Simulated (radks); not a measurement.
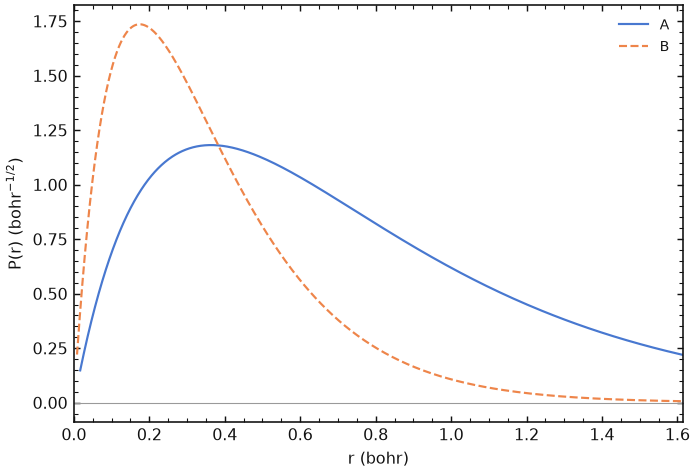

Two nuclei with the same 2 electrons, 1s2, were computed: C⁴⁺; Li⁺. Computed with the in-house radial solver radks: non-relativistic Kohn-Sham, LB94 model potential, spin-polarised, spherical densities, point nucleus.

The plot shows P(r) = r R(r) of the 1s down orbital in both runs.

**Which curve belongs to which run?**

A is Li⁺ (⟨r⟩ = 0.576 bohr, eigenvalue −72.2 eV); B is C⁴⁺ (⟨r⟩ = 0.268 bohr, eigenvalue −382.0 eV). The larger nuclear charge pulls the orbital in.
